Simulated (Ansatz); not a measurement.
# CH₇GaSSi: geometry optimisation

The task is to find a stationary geometry of CH₇GaSSi, and look at its orbitals and charge.

The runs use Ansatz 0.2.0, Gaussian basis; RKS PBE0-D4/def2-TZVP.

Levels to be run: relaxation at PBE0-D4/def2-TZVP; a single point in def2-TZVPP for the fields.

### Step 1. The system as given

SMILES `[SiH3]C[S][GaH2]`, 11 atoms, charge 0, spin multiplicity 1.

Atoms are counted from 1 here; the program's logs count them from 0.

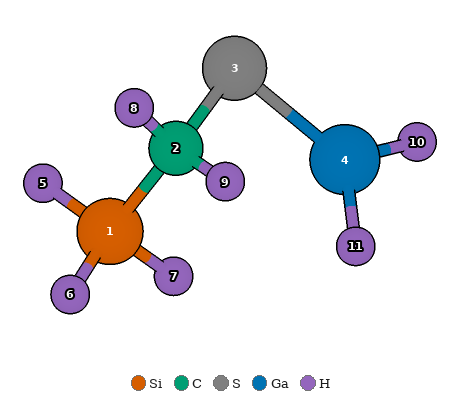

Start geometry, drawn with silicon orange, carbon teal, sulfur grey, gallium blue, hydrogen purple; atoms are numbered from 1 in the order of the file.

As a file:

```csv
atom,x (Å),y (Å),z (Å)
Si1,-1.19739,1.11191,0.00127
C2,0.64886,0.85825,0.39589
S3,1.51511,0.02652,-1.01395
Ga4,0.81127,-2.00403,-0.49161
H5,-1.30831,1.98541,-1.16432
H6,-1.81146,1.70359,1.19109
H7,-1.76903,-0.22183,-0.28469
H8,1.18255,1.79301,0.54583
H9,0.78418,0.24408,1.29177
H10,0.97865,-3.27217,-1.40448
H11,0.16558,-2.22474,0.93321
```

The start is a GFN2-xTB geometry.

### Step 2. Optimising with PBE0-D4/def2-TZVP

in.yaml reads:

```yaml
crystal:
  periodic: [false, false, false]
  atoms:
    - {symbol: Si, position_ang: [-1.197390, 1.111910, 0.001270]}
    - {symbol: C, position_ang: [0.648860, 0.858250, 0.395890]}
    - {symbol: S, position_ang: [1.515110, 0.026520, -1.013950]}
    - {symbol: Ga, position_ang: [0.811270, -2.004030, -0.491610]}
    - {symbol: H, position_ang: [-1.308310, 1.985410, -1.164320]}
    - {symbol: H, position_ang: [-1.811460, 1.703590, 1.191090]}
    - {symbol: H, position_ang: [-1.769030, -0.221830, -0.284690]}
    - {symbol: H, position_ang: [1.182550, 1.793010, 0.545830]}
    - {symbol: H, position_ang: [0.784180, 0.244080, 1.291770]}
    - {symbol: H, position_ang: [0.978650, -3.272170, -1.404480]}
    - {symbol: H, position_ang: [0.165580, -2.224740, 0.933210]}
basis:
  gaussian: {orbitals: def2-TZVP}
hamiltonian: {xc: pbe0, dispersion: d4}
relax: {f_tol: 0.005, max_steps: 150}
```

Launch:

```
ansatz run in.yaml --threads 2 --pin off --events-out ev --progress --plain --max-ram 32768MiB --backend cuda --devices 0, --max-vram 18GiB
```

Further steps of the session: Orbitals, density and potential.

Before running them: what should the planned runs give, taken together? Wanted: point group; shift from the start; total energy; dispersion term; dipole moment; HOMO, LUMO.

As calculated:

```
                  quantity            value
               point group               C1
                     steps               10
shift from the start (rms)          0.181 Å
              total energy   -72228.3642 eV
           dispersion term         -256 meV
             dipole moment           1.23 D
                HOMO, LUMO  -7.02, -1.47 eV
```

**Reading.** The relaxed geometry lies 0.18 Å (rms) from the start; the bond that changed most is Si1–C2, from 1.905 to 1.878 Å. No vibrations were run, so it is not proven to be a minimum. The largest Mulliken charge, -0.31 e, sits on C2. The HOMO lies mostly on S3 70 %; Ga4 8 % and the LUMO on Ga4 47 %; H10, H11 about 16 % each.
